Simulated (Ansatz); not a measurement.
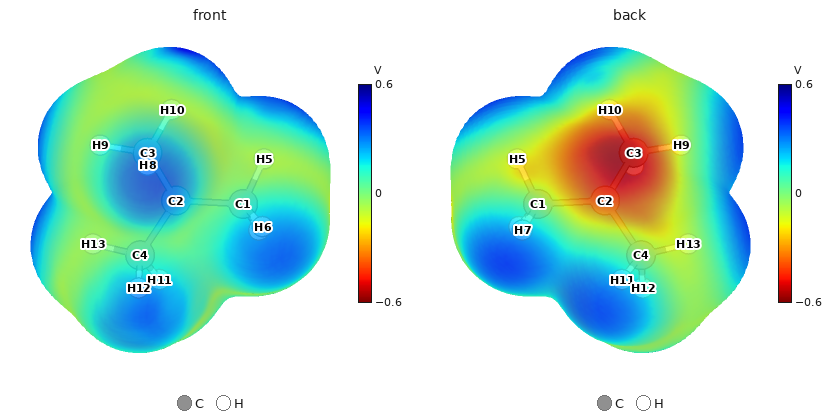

C$_{4}$H$_{9}$ (SMILES C[C](C)C) (doublet). The electrostatic potential painted on the density surface at 0.001 e/bohr³, seen from the front and from behind; the colour scale runs from red (negative) to blue (positive).

Geometry: B3LYP-D3(BJ)/def2-SVP.

The calculation used isolated molecule in a Gaussian basis; Kohn-Sham density functional theory, functional PBE0 in Ansatz.

```xyz
13

C    -2.5878   -0.3959   -1.3918
C    -2.4097    1.0827   -1.2635
C    -1.8566    1.8448   -2.4243
C    -2.3107    1.6803    0.1029
H    -2.9657   -0.6798   -2.3884
H    -1.6271   -0.9414   -1.2545
H    -3.2815   -0.7941   -0.6324
H    -0.7497    1.7471   -2.4933
H    -2.0681    2.9245   -2.3461
H    -2.2601    1.4819   -3.3846
H    -3.0136    1.2086    0.8101
H    -1.2944    1.5500    0.5384
H    -2.5066    2.7656    0.0926
```

### Where is the surface potential most negative and most positive?

The most negative region (about −0.5 V, or −12 kcal/mol for a unit charge) lies over C2, the most positive (about +0.4 V, or +9 kcal/mol for a unit charge) over the H atoms.

### How polar is the molecule by this calculation?

Its dipole moment is 0.21 D.
